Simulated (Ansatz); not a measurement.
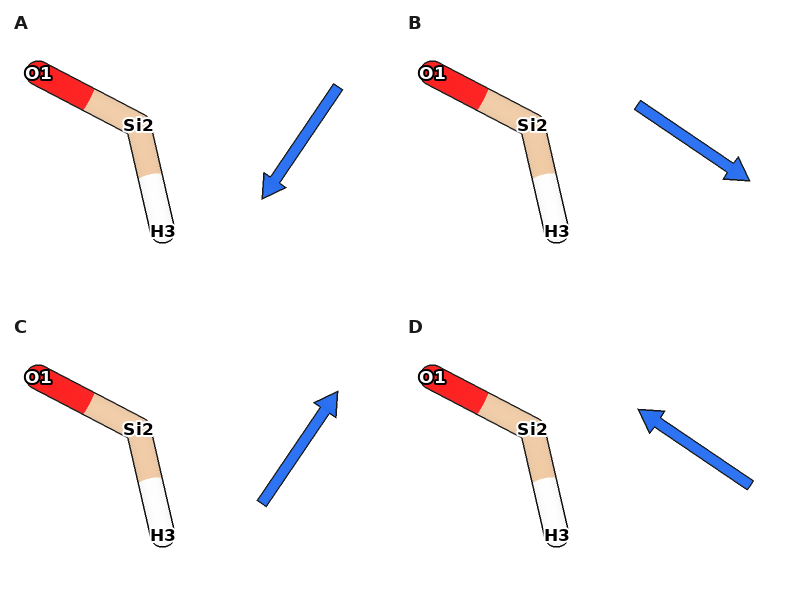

The same molecule four times, each with an arrow. Charge 0, doublet. Geometry: atoms displaced at random (about 0.03 Å) from a stationary point of GFN2-xTB. Method: UKS PBE-D4/def2-TZVPP (Ansatz 0.2.0).

> Which arrow points along the dipole moment, from the negative to the positive end?

B. The dipole moment is 2.94 D; it points from the side of O1 to the side of H3 (the outermost atoms at the two ends).
